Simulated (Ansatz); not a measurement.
# GaHOS: what the fields show

```xyz
4

Ga   -0.3021    0.1484    0.1081
O     1.4005   -0.2244    0.2655
S    -2.2302    0.6421   -0.1606
H     1.6318   -0.8233    0.9803
```

Geometry: PBE0-D4/def2-TZVP.

Method: Ansatz, isolated molecule in a Gaussian basis; Kohn-Sham density functional theory, functional PBE0.

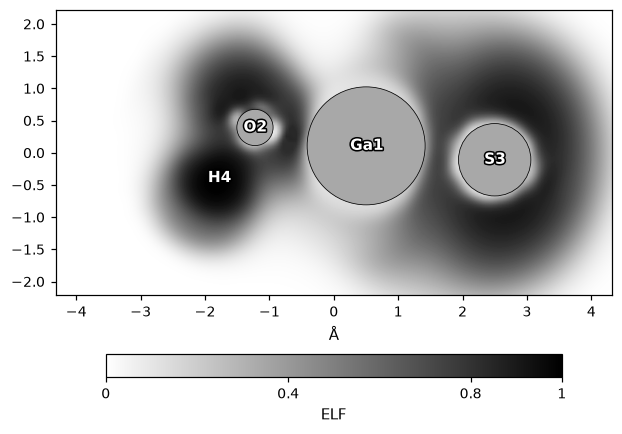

Figure 1. ELF on the molecular plane. Grey discs cover the atomic cores.

> Read the bonding off the picture.

Atoms in the plane: Ga, O, S and H. Ga–O (1.75 Å): the ELF peaks at about 0.85 in the valence shell of O, 0.6 Å from its nucleus, and is about 0.25 at the midpoint. Ga–S (2.01 Å): the ELF peaks at about 0.75 in the valence shell of S, 0.9 Å from its nucleus, and is about 0.55 at the midpoint. O–H (0.96 Å): the ELF climbs to about 1 towards the hydrogen, as it does in any bond to H; an ordinary covalent bond to hydrogen. The ELF also peaks beside S3 and O2, away from the bonds: lone-pair regions.

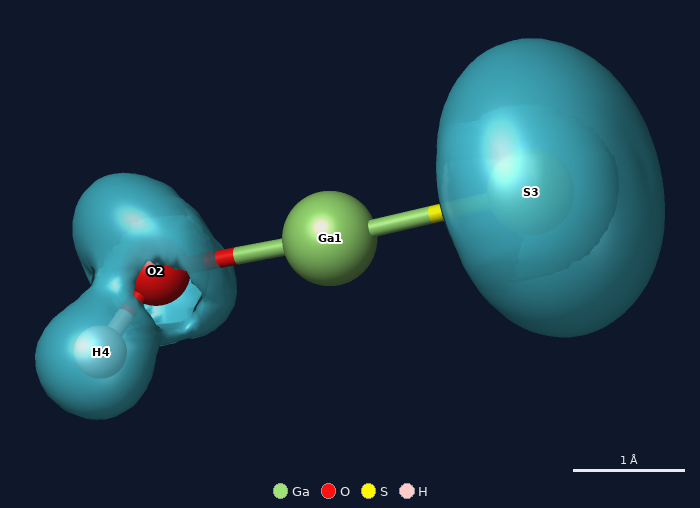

Figure 2. Isosurface of the ELF at 0.8 (cyan), seen at an oblique angle. Only the valence region is drawn (cores and ρ < 0.01 e/Å³ removed).

> Where are the electrons localised?

The surface consists of one ring or bowl of non-bonding electrons around S and one joined region spread over several atoms (H, O), in which their bonds and any lone pairs are merged.

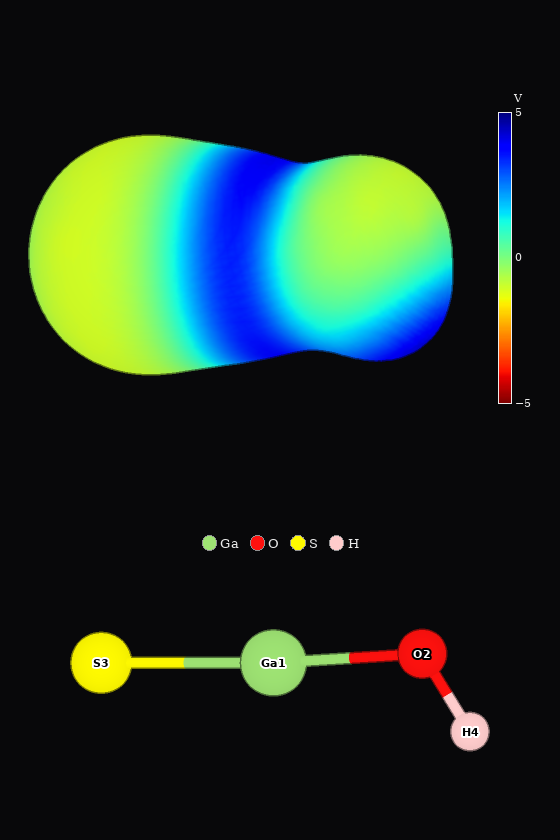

Figure 3. The electrostatic potential painted on the density surface at 0.004 e/bohr³, seen at a tilt; the colour scale runs from red (negative) to blue (positive). The bare structure is drawn below in the same view.

> Which sites attract a positive test charge, and which a negative one?

A positive charge is drawn to the negative regions and a negative charge to the positive ones. The most negative region (about −1.1 V) lies over S3, the most positive (about +4.2 V) over H4.

> How polar is the molecule by this calculation?

Its dipole moment is 3.63 D.
